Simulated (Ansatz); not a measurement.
# Al3Cl: what a guessed cell relaxes into, part 2 of 2

The task: take a trial cell of Al3Cl to zero force and stress.

Ansatz 0.2.0; DFT PBE, scalar-relativistic, plane waves, PAW. Earlier steps stand in the parts before.

## (4) Coarse relaxation, continued

The end of the coarse run is made exact in the group found at a tolerance of 0.06 Å and reduced to its primitive cell.

input.yaml reads:

```yaml
crystal:
  lattice:
    - [5.7267974247, 0.0, 0.0]
    - [-2.8633987124, 4.9595520522, 0.0]
    - [0.0, 0.0, 2.9275670899]
  atoms:
    - { symbol: Al, position: [0.5, 0.0, 0.5] }
    - { symbol: Al, position: [0.0, 0.5, 0.5] }
    - { symbol: Al, position: [0.5, 0.5, 0.5] }
    - { symbol: Cl, position: [0.0, 0.0, 0.0] }
basis:
  ecutwfc: 420
kpoints:
  mp_grid: { grid: [6, 6, 6] }
hamiltonian:
  xc: pbe
scf:
  occupations: { method: gaussian, width: 0.1 }
  lower_state_search: "off"
output:
  forces: true
  stress: true
  eigenvalues: true
relax:
  adjacent_minimum: "off"
  f_tol: 0.04
  max_steps: 70
  cell: { stress_tol: 0.4 }
```

Started as:

```bash
> ansatz run input.yaml --threads 1 --pin off --max-ram 2560MiB --backend cpu --events-out ev --progress --plain --runs-dir out
```

What it wrote, cut to the lines that bear on the results:

```text
Warning: RAYON_NUM_THREADS=1 ignored (pool sized by the plan → 1); use --threads N
[...]
Pseudopotentials: kind: paw
Pseudopotential: Al, paw, valence charge 3, recommended cutoff 420 eV (normal), Al.paw.azcp
Pseudopotential: Cl, paw, valence charge 7, recommended cutoff 420 eV (normal), Cl.paw.azcp
Functional definition: PBE
[...]
Crystal: 4 atoms, lattice volume = 83.150 Å³
[...]
  cell:  # Å, volume = 84.0153 Å³
    - [5.704070474635542, 2.8753128211963762e-11, 0.0]
    - [-2.852035237342671, 4.9398699359967635, 0.0]
    - [0.0, 0.0, 2.9816599736136844]
  atoms:
    - { symbol: Al, position: [0.49999999999999994, 0.0, 0.4999999999999999] }
    - { symbol: Al, position: [0.0, 0.5, 0.4999999999999999] }
    - { symbol: Al, position: [0.4999999999999999, 0.4999999999999999, 0.4999999999999999] }
    - { symbol: Cl, position: [1.6197808114445138e-36, 1.1376779242513803e-36, 0.0] }
```

It took 4.8 s on 1 thread of Arm Neoverse V2, shared host; peak memory 0.33 GiB.

The steps of the relaxation:

| step | E - E(step 1) (eV/cell) | largest force component (eV/Å) | pressure (GPa) | volume (Å³) |
| --- | --- | --- | --- | --- |
| 1 | 0.0000 | 0.0000 | 0.38 | 83.15 |
| 2 | -0.0086 | 0.0000 | -0.06 | 84.02 |
| 3 | -0.0088 | 0.0000 | -0.06 | 84.02 |

Step 1 is the start. Step 3 repeats the geometry before it on a plane-wave basis chosen anew for that cell, so its energy need not be comparable with the rows above.

|  | before | after | change |
| --- | --- | --- | --- |
| a (Å) | 5.727 | 5.704 | -0.4 % |
| b (Å) | 5.727 | 5.704 | -0.4 % |
| c (Å) | 2.928 | 2.982 | +1.8 % |
| volume (Å³/atom) | 20.79 | 21.00 | +1.0 % |
| shortest distance (Å) | 2.863 | 2.852 | -0.4 % |
| space group (0.01 Å) | P6/mmm | P6/mmm | same |

The run keeps the 24 symmetry operations of the start, so it could not have lowered the symmetry.

## (5) Full relaxation

The end of the coarse run is made exact in the group found at a tolerance of 0.06 Å and reduced to its primitive cell.

input.yaml reads:

```yaml
crystal:
  lattice:
    - [5.7040704746, 0.0, 0.0]
    - [-2.8520352373, 4.939869936, 0.0]
    - [0.0, 0.0, 2.9816599736]
  atoms:
    - { symbol: Al, position: [0.5, 0.0, 0.5] }
    - { symbol: Al, position: [0.0, 0.5, 0.5] }
    - { symbol: Al, position: [0.5, 0.5, 0.5] }
    - { symbol: Cl, position: [0.0, 0.0, 0.0] }
basis:
  ecutwfc: 420
kpoints:
  mp_grid: { grid: [12, 12, 16] }
hamiltonian:
  xc: pbe
scf:
  occupations: { method: gaussian, width: 0.1 }
output:
  forces: true
  stress: true
  eigenvalues: true
  write_density: true
  write_potential: true
  elf: true
  volumetric_format: npy
relax:
  adjacent_minimum: "off"
  f_tol: 0.01
  max_steps: 80
  cell: { stress_tol: 0.05 }
```

Started as:

```bash
> ansatz run input.yaml --threads 1 --pin off --max-ram 2560MiB --backend cpu --events-out ev --progress --plain --runs-dir out
```

What it wrote, cut to the lines that bear on the results:

```text
Warning: RAYON_NUM_THREADS=1 ignored (pool sized by the plan → 1); use --threads N
[...]
Pseudopotentials: kind: paw
Pseudopotential: Al, paw, valence charge 3, recommended cutoff 420 eV (normal), Al.paw.azcp
Pseudopotential: Cl, paw, valence charge 7, recommended cutoff 420 eV (normal), Cl.paw.azcp
Functional definition: PBE
[...]
Crystal: 4 atoms, lattice volume = 84.015 Å³
[...]
    - [5.7102779495770735, 0.0, 0.0]
    - [-2.8551389747885367, 4.945245767003861, 7.240722572045857e-35]
    - [0.0, 4.3704334228961153e-35, 2.963129859513511]
  atoms:
    - { symbol: Al, position: [0.49999999999999994, 1.6244776088431477e-36, 0.49999999999999994] }
    - { symbol: Al, position: [-2.2094116393855164e-36, 0.49999999999999994, 0.49999999999999994] }
    - { symbol: Al, position: [0.49999999999999994, 0.49999999999999994, 0.49999999999999994] }
    - { symbol: Cl, position: [-1.9318782938910721e-35, -4.8734328265294444e-36, 1.0765423519335239e-35] }
```

It took 27 s on 1 thread of Arm Neoverse V2, shared host; peak memory 0.46 GiB.

The steps of the relaxation:

```
step  energy from step 1 (eV/cell)  largest force component (eV/Å)  pressure (GPa)  volume (Å³)
   1                        0.0000                          0.0000           -0.13        84.02
   2                       -0.0010                          0.0000            0.01        83.68
   3                       -0.0010                          0.0000            0.01        83.68
```

Step 1 is the start. Step 3 repeats the geometry before it on a plane-wave basis chosen anew for that cell, so its energy need not be comparable with the rows above.

|  | before | after | change |
| --- | --- | --- | --- |
| a (Å) | 5.704 | 5.710 | +0.1 % |
| b (Å) | 5.704 | 5.710 | +0.1 % |
| c (Å) | 2.982 | 2.963 | -0.6 % |
| volume (Å³/atom) | 21.00 | 20.92 | -0.4 % |
| shortest distance (Å) | 2.852 | 2.855 | +0.1 % |
| space group (0.01 Å) | P6/mmm | P6/mmm | same |

Forces and stress were held to the start's 24 operations: a distortion of lower symmetry was not tested.

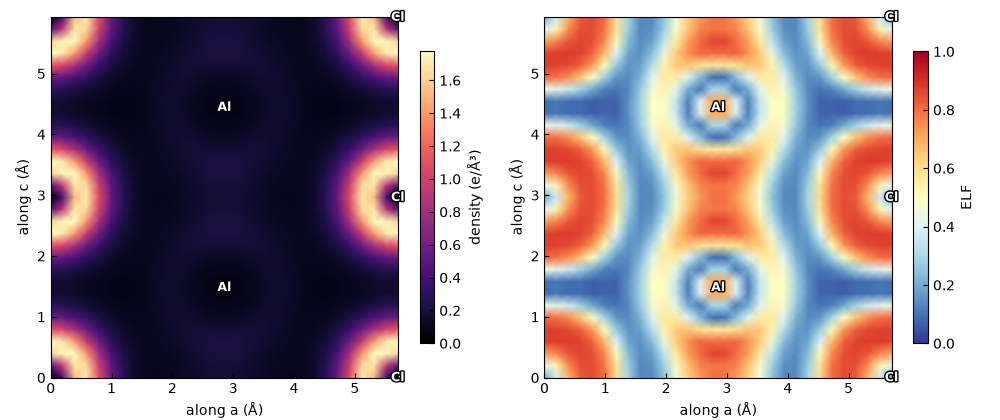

Density (left) and ELF (right) in a lattice plane of the grid's cell (edges 5.71 and 2.96 Å, at 0.000 of the third edge), which holds Al and Cl. Only atoms in the plane are labelled. Both are smooth fields of the valence electrons: close to the nuclei they are not physical.

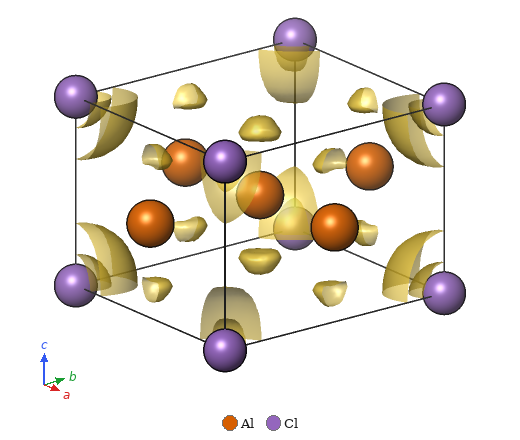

Surface of ELF = 0.81, drawn in one cell.

Outside the cores ELF peaks at 0.88 in the shell around Cl, 0.7 Å from Cl; 0.87 on the Al–Al line, 1.1 Å from Al.

## (6) Variant: mp_grid.grid [4, 4, 5], xc lda

Edit input.yaml of step 5 so:

```diff
@@ -13,5 +13,5 @@
 kpoints:
-  mp_grid: { grid: [12, 12, 16] }
+  mp_grid: { grid: [4, 4, 5] }
 hamiltonian:
-  xc: pbe
+  xc: lda
 scf:
@@ -20,8 +20,4 @@
   forces: true
+  eigenvalues: true
   stress: true
-  eigenvalues: true
-  write_density: true
-  write_potential: true
-  elf: true
-  volumetric_format: npy
 relax:
```

Started as:

```bash
> ansatz run input.yaml --threads 1 --pin off --max-ram 2560MiB --backend cpu --events-out ev --progress --plain --runs-dir out
```

What it wrote, cut to the lines that bear on the results:

```text
Warning: RAYON_NUM_THREADS=1 ignored (pool sized by the plan → 1); use --threads N
[...]
Pseudopotentials: kind: paw
Pseudopotential: Al, paw, valence charge 3, recommended cutoff 420 eV (normal), Al.paw.azcp
Pseudopotential: Cl, paw, valence charge 7, recommended cutoff 420 eV (normal), Cl.paw.azcp
Functional definition: SPW92
[...]
Crystal: 4 atoms, lattice volume = 84.015 Å³
Basis set: ecut = 420 eV, 1653 PW (Γ)
[...]
  cell:  # Å, volume = 77.9807 Å³
    - [5.548580023407043, 3.3443465008784603e-34, 0.0]
    - [-2.7742900117035214, 4.805211255201355, -2.4437438680654767e-34]
    - [0.0, -1.5842821157998418e-34, 2.9247754177248564]
  atoms:
    - { symbol: Al, position: [0.5, -2.107777544518028e-34, 0.5] }
    - { symbol: Al, position: [5.551115123125783e-17, 0.5000000000000001, 0.5] }
    - { symbol: Al, position: [0.5, 0.5000000000000001, 0.5] }
    - { symbol: Cl, position: [-2.8557713212974875e-36, -4.995209157045874e-35, 1.090472221233445e-34] }
```

Run time: 3.8 s. Hardware: 1 thread of Arm Neoverse V2, shared host; peak memory 0.28 GiB.

```tsv
run	ending	energy change	pressure (GPa)	gap (eV)	force (eV/Å)	cycles	time
step 5	converged	-	0.0	0.00	0.00	-	27 s
variant	converged	not comparable	0.0	0.00	0.00	-	3.8 s
```

A change of functional puts the total energy on another scale; the final volume goes from 83.68 to 77.98 Å³. The k-point mesh changed too.

## (7) Results

The summary covers parts 1 to 2. Changes of volume or cell count from the first structure of part 1.

| quantity | value |
| --- | --- |
| symmetry at the end (tolerance 0.05 Å) | space group P6/mmm (No. 191) |
| conventional cell | a = 5.710 Å, b = 5.710 Å, c = 2.963 Å, α = 90.00°, β = 90.00°, γ = 120.00° |
| volume | 20.92 Å³/atom |
| energy over the elements (uncorrected; H, N, O, F and Cl as molecules) | +0.22 eV/atom |
| gap on the mesh | none (metal) |

What this shows: The space group P6/mmm (No. 191) is kept, and the volume per atom grows by 2.0 % from the first guess. With a positive formation energy it can't be a ground state. No finished test with a distortion of lower symmetry is shown, so the end may be a saddle point. Spin polarisation is off in the runs that give these values; a magnetic solution could lie lower.
